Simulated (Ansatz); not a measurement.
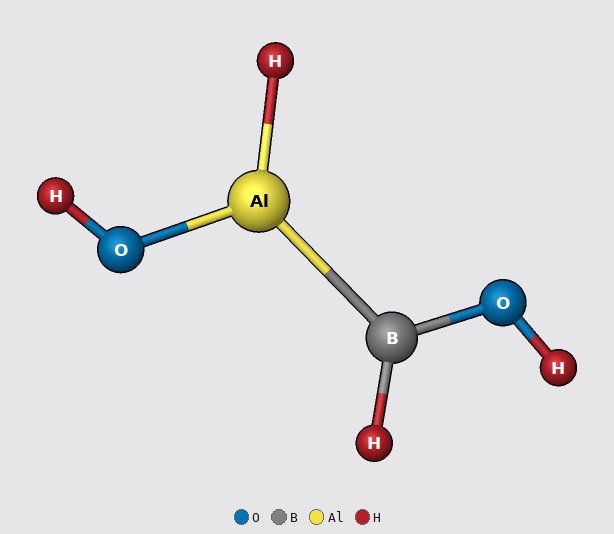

Rendered structure (ball-and-stick style). Every bond is drawn as one stick, whatever its order.

The computed structure is the end point of a PBE0-D4/def2-TZVP optimisation. No frequency run is at hand to confirm it as a minimum.

**Which formula does it have?**

AlBH₄O₂, 8 atoms: 1 aluminium, 1 boron, 4 hydrogen and 2 oxygen.

**Name some functional groups or characteristic bonds that it holds.**

Among them: B–H bond.

**Give the symmetry (Schoenflies symbol).**

Cs.

**Count the bonded pairs by element.**

2 O–H, 1 B–O, 1 Al–B, 1 Al–O, 1 B–H, 1 Al–H.

**Give a SMILES string for it.**

O[BH][AlH][OH]

More results for the same structure follow; atom numbers are the same in all pictures, views and colours differ.

**Geometry**

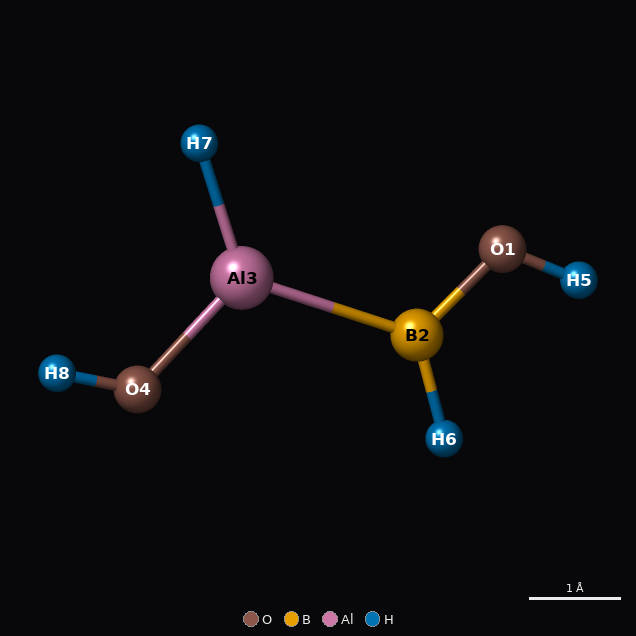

Atoms carry their numbers in the input. No frequency run is at hand to confirm it as a minimum.

**Describe the coordination of atom 2.**

B2 has 3 neighbours (O1 at 1.36, Al3 at 2.15, H6 at 1.21 Å); the arrangement is trigonal planar.

**Describe the coordination of atom 3.**

Al3 has 3 neighbours (B2 at 2.15, O4 at 1.71, H7 at 1.60 Å); the arrangement is trigonal planar.

**Describe the coordination of atom 4.**

O4 has 2 neighbours (Al3 at 1.71, H8 at 0.96 Å); the arrangement is bent.

**What is the geometry at O1?**

O1 has 2 neighbours (B2 at 1.36, H5 at 0.96 Å); the arrangement is bent.

**What is the dihedral angle O1–B2–Al3–O4?**

180° in size, that is anti.

**Electronic properties**

No frequency run is at hand to confirm it as a minimum. Level of theory: RKS PBE0-D4/def2-TZVPP (Ansatz 0.2.0).

**Give the HOMO–LUMO gap at this level.**

5.30 eV.

**What is the dispersion correction?**

−9.0 kJ/mol.

**Estimate the HOMO energy (Kohn–Sham orbital).**

−7.03 eV.

**Dipole moment**

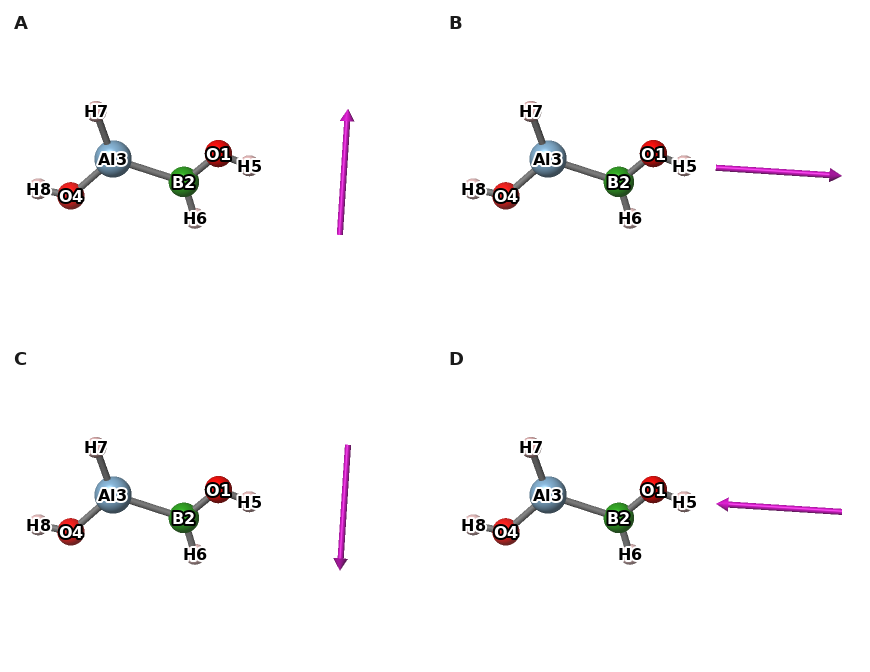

The same molecule four times, each with an arrow. No frequency run is at hand to confirm it as a minimum. Level of theory: RKS PBE0-D4/def2-TZVP (Ansatz 0.2.0).

**Which arrow points along the dipole moment, from the negative to the positive end?**

B. The dipole moment is 1.14 D; it points from the side of H8 to the side of H5 (the outermost atoms at the two ends).

**Charges**

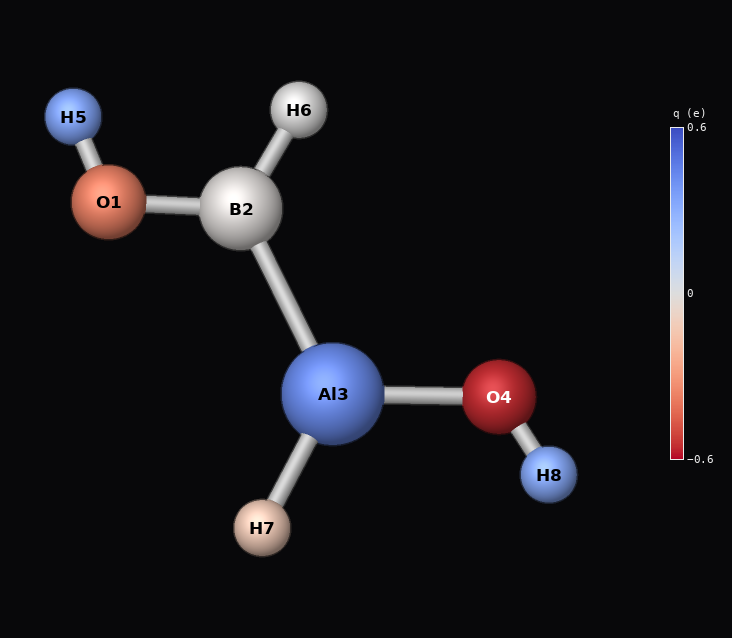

Atoms are coloured by their Mulliken charges. No frequency run is at hand to confirm it as a minimum. Properties computed with RKS PBE0-D4/def2-TZVP (Ansatz 0.2.0).

Give the Mulliken charges atom by atom.

```tsv
atom	value (e)
O1	−0.36
B2	−0.01
Al3	0.41
O4	−0.56
H5	0.33
H6	0.00
H7	−0.12
H8	0.31
```

Mulliken values depend strongly on the basis set and can even reverse the polarity of a bond.
